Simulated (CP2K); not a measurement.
**MNDOD run of C2H6OSSi (SMILES [SiH3]C1OCS1)**

What is the energy change on altering one bond length of C2H6OSSi at MNDOD? 

The results are computed with CP2K 2026.2.

2 further runs of the same task are left out: 2 set aside as unsound or not needed.

## Step 1: The system as given

The species is C2H6OSSi (11 atoms), meant as a singlet with charge 0. SMILES: `[SiH3]C1OCS1`. The coordinates come from a GFN2-xTB relaxation.

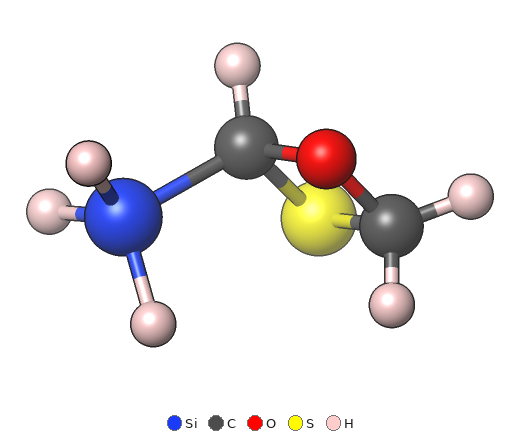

The structure, seen from a chosen angle (silicon blue, carbon dark grey, oxygen red, sulfur yellow, hydrogen pink).

## Step 2: Energy and gradient at MNDOD

File job.inp:

```
&GLOBAL
  PROJECT_NAME job
  RUN_TYPE ENERGY_FORCE
  PRINT_LEVEL MEDIUM
&END GLOBAL

&FORCE_EVAL
  METHOD QS
  &DFT
    CHARGE 0
    MULTIPLICITY 1
    # Quickstep
    &QS
      METHOD MNDOD
      EPS_DEFAULT 1.0E-10
      &SE
        &COULOMB
          CUTOFF [angstrom] 50
          RC_RANGE [angstrom] 0
        &END COULOMB
        &EXCHANGE
          CUTOFF [angstrom] 50
          RC_RANGE [angstrom] 0
        &END EXCHANGE
      &END SE
    &END QS
    # cluster boundary conditions
    &POISSON
      PERIODIC NONE
      POISSON_SOLVER ANALYTIC
    &END POISSON
    # SCF settings
    &SCF
      SCF_GUESS ATOMIC
      EPS_SCF 1.0E-07
      MAX_SCF 80
      ADDED_MOS 2
      &DIAGONALIZATION
        ALGORITHM STANDARD
      &END DIAGONALIZATION
      &MIXING
        METHOD DIRECT_P_MIXING
        ALPHA 0.4
      &END MIXING
    &END SCF
    &PRINT
      &MOMENTS
        PERIODIC F
        REFERENCE COM
        MAX_MOMENT 1
      &END MOMENTS
      &MO ON
        ENERGIES T
        OCCUPATION_NUMBERS T
        NDIGITS 6
        &EACH
          QS_SCF 0
        &END EACH
        ADD_LAST NUMERIC
      &END MO
      &HIRSHFELD OFF
      &END HIRSHFELD
    &END PRINT
  &END DFT
  &SUBSYS
    # vacuum box
    &CELL
      ABC [angstrom] 13 10.4 11.6
      PERIODIC NONE
    &END CELL
    &COORD
      Si     4.622205     5.157610     5.894260
      C      6.436835     5.140080     6.496530
      O      7.116475     3.994430     5.979960
      C      7.954625     4.644050     5.065100
      S      7.516185     6.332770     5.601670
      H      4.035375     6.419490     6.337190
      H      4.668395     5.068960     4.436580
      H      3.989115     3.980510     6.480670
      H      6.586675     5.220980     7.577000
      H      7.670955     4.457530     4.023000
      H      9.010885     4.404060     5.220970
    &END COORD
  &END SUBSYS
  # extra output
  &PRINT
    &FORCES ON
    &END FORCES
  &END PRINT
&END FORCE_EVAL
```

Run with:

```bash
$ OMP_NUM_THREADS=1 cp2k.psmp job.inp > job.out
```

The log of the run (excerpt; [...] marks lines left out):

```text
CP2K| version string:                                       CP2K version 2026.2
[...]
 GLOBAL| Method name                                                        CP2K
[...]
 GLOBAL| Run type                                                   ENERGY_FORCE
[...]
                             - Atoms:                                         11
[...]
                             - Spherical basis functions:                     36
[...]
 Number of electrons:                                                         30
[...]
     1 P_Mix/Diag. 0.40E+00    0.0     0.80806369       -26.9856543566 -2.70E+01
[...]
    25 DIIS/Diag.  0.10E-06    0.0     0.00000009       -34.4104334774 -4.26E-14
  *** SCF run converged in    25 steps ***
  Core-core repulsion energy [eV]:                           2255.31235389130234
  Core Hamiltonian energy [eV]:                             -1475.09477531713173
  Two-electron integral energy [eV]:                        -3433.14618519472333
  Electronic energy [eV]:                                   -3191.66786791449340
  Total energy [eV]:                                         -936.35551402319095
  Atomic reference energy [eV]:                               936.33735646234948
  Heat of formation [kcal/mol]:                                -0.41872333347246
[...]
 SE_DIPOLE| Moment [Debye]         -0.03263622      -0.22281309       0.21388073
 SE_DIPOLE| Derivative [a.u.]       0.00000000       0.00000000       0.00000000
 ENERGY| Total FORCE_EVAL ( QS ) energy [hartree]            -34.410433477369267
 FORCES| Atomic forces [hartree/bohr]
 FORCES|   Atom     x               y               z               |f|
 FORCES|      1 -1.15455157E-02 -1.36099920E-03 -1.76662914E-03   1.17589213E-02
 FORCES|      2 -1.33943424E-02  8.64258369E-03 -4.39439461E-03   1.65352159E-02
 FORCES|      3 -8.73471839E-03 -1.94691603E-02  9.41555245E-03   2.33237248E-02
 FORCES|      4  1.89244515E-02  9.59793783E-03 -1.23343362E-02   2.45436575E-02
 FORCES|      5 -1.06702145E-04  1.33447304E-02 -1.29917471E-03   1.34082463E-02
 FORCES|      6  4.20865095E-03 -1.86866506E-02 -6.38311816E-03   2.01902910E-02
 FORCES|      7 -5.89799424E-03  1.80681931E-03  1.88772070E-02   1.98595034E-02
 FORCES|      8  2.60334657E-03  1.82370125E-02 -8.78698783E-03   2.04102228E-02
 FORCES|      9 -2.18313490E-03  6.61960851E-04  2.47517186E-02   2.48566257E-02
 FORCES|     10 -1.16757027E-03 -6.34351647E-03 -1.81160733E-02   1.92300684E-02
 FORCES|     11  1.72935291E-02 -6.43071807E-03  3.62358739E-05   1.84505175E-02
 FORCES| Sum    -1.38777878E-15 -1.07552856E-16  5.41233725E-16
 FORCES| Total atomic force                                       1.49346292E-15
[...]
```

Run time: 0.86 s. Hardware: 1 thread of Intel Xeon 6975P-C (Granite Rapids), shared host; peak memory 0.19 GiB.

## Step 3: The distorted shape at the same level

File qs.inp:

```
&GLOBAL
  PROJECT qs
  RUN_TYPE ENERGY_FORCE
  PRINT_LEVEL MEDIUM
&END GLOBAL
&FORCE_EVAL
  METHOD QUICKSTEP
  &DFT
    # Quickstep
    &QS
      METHOD MNDOD
      EPS_DEFAULT 1.0E-10
      &SE
        &COULOMB
          CUTOFF [angstrom] 50
          RC_RANGE [angstrom] 0
        &END COULOMB
        &EXCHANGE
          CUTOFF [angstrom] 50
          RC_RANGE [angstrom] 0
        &END EXCHANGE
      &END SE
    &END QS
    &POISSON
      PERIODIC NONE
      POISSON_SOLVER ANALYTIC
    &END POISSON
    &SCF
      SCF_GUESS ATOMIC
      EPS_SCF 1.0E-07
      MAX_SCF 80
      ADDED_MOS 2
      &DIAGONALIZATION
        ALGORITHM STANDARD
      &END DIAGONALIZATION
      &MIXING
        METHOD DIRECT_P_MIXING
        ALPHA 0.4
      &END MIXING
    &END SCF
    &PRINT
      &MOMENTS
        PERIODIC F
        REFERENCE COM
        MAX_MOMENT 1
      &END MOMENTS
      &MO ON
        ENERGIES T
        OCCUPATION_NUMBERS T
        NDIGITS 6
        &EACH
          QS_SCF 0
        &END EACH
        ADD_LAST NUMERIC
      &END MO
      &HIRSHFELD OFF
      &END HIRSHFELD
    &END PRINT
  &END DFT
  &SUBSYS
    &CELL
      ABC 13.7 10.4 11.6
      PERIODIC NONE
    &END CELL
    &COORD
      Si     4.654626     5.157610     5.683453
      C      7.104414     5.133944     6.496530
      O      7.784054     3.988294     5.979960
      C      8.622204     4.637914     5.065100
      S      8.183763     6.326634     5.601670
      H      4.067796     6.419490     6.126383
      H      4.700816     5.068960     4.225773
      H      4.021536     3.980510     6.269863
      H      7.254254     5.214844     7.577000
      H      8.338534     4.451394     4.023000
      H      9.678464     4.397924     5.220970
    &END COORD
  &END SUBSYS
  &PRINT
    &FORCES ON
    &END FORCES
  &END PRINT
&END FORCE_EVAL
```

Run with:

```bash
$ OMP_NUM_THREADS=1 cp2k.psmp -i qs.inp > qs.out 2>&1
```

The log of the run (excerpt; [...] marks lines left out):

```text
CP2K| version string:                                       CP2K version 2026.2
[...]
 GLOBAL| Method name                                                        CP2K
[...]
 GLOBAL| Run type                                                   ENERGY_FORCE
[...]
                             - Atoms:                                         11
[...]
                             - Spherical basis functions:                     36
[...]
 Number of electrons:                                                         30
[...]
     1 P_Mix/Diag. 0.40E+00    0.0     0.79363672       -27.1840098737 -2.72E+01
[...]
    24 DIIS/Diag.  0.70E-07    0.0     0.00000007       -34.3332212639 -1.63E-13
  *** SCF run converged in    24 steps ***
  Core-core repulsion energy [eV]:                           2145.52928030729299
  Core Hamiltonian energy [eV]:                             -1470.68675501660937
  Two-electron integral energy [eV]:                        -3218.19397626953605
  Electronic energy [eV]:                                   -3079.78374315137717
  Total energy [eV]:                                         -934.25446284408429
  Atomic reference energy [eV]:                               936.33735646234948
  Heat of formation [kcal/mol]:                                48.03267171837955
[...]
 SE_DIPOLE| Moment [Debye]          2.04807369      -0.03012982       0.46197411
 SE_DIPOLE| Derivative [a.u.]       0.00000000       0.00000000       0.00000000
 ENERGY| Total FORCE_EVAL ( QS ) energy [hartree]            -34.333221263900732
[...]
```

Wall time 0.86 s (1 thread of Intel Xeon 6975P-C (Granite Rapids), shared host); peak memory 0.19 GiB.

## Step 4: Summary of results

Level: MNDOD.

| quantity | value |
| --- | --- |
| first shape: total energy | -34.41043 Eh |
| first shape: dipole moment | 0.31 D |
| first shape: HOMO energy | -9.30 eV |
| first shape: LUMO energy | 0.54 eV |
| first shape: HOMO–LUMO gap | 9.84 eV |
| first shape: heat of formation at this unrelaxed shape | -0.4 kcal/mol |
| first shape: largest force on an atom | 1.278 eV/Å |
| distorted shape: total energy | -34.33322 Eh |
| distorted shape: dipole moment | 2.10 D |
| distorted shape: HOMO energy | -8.56 eV |
| distorted shape: LUMO energy | -0.61 eV |
| distorted shape: HOMO–LUMO gap | 7.95 eV |
| distorted shape: heat of formation at this unrelaxed shape | 48.0 kcal/mol |
| distorted shape: largest force on an atom | 3.060 eV/Å |
| energy change with the Si1–C2 bond stretched from 1.912 to 2.581 Å | 2.101 eV |

In words: With the Si1–C2 bond stretched from 1.912 to 2.581 Å the energy rises by 2.10 eV (48 kcal/mol). The first shape isn't relaxed at this level, so the change isn't measured from a minimum. The largest force (first shape) is 1.28 eV/Å: the shape isn't a stationary point for this species at this level.
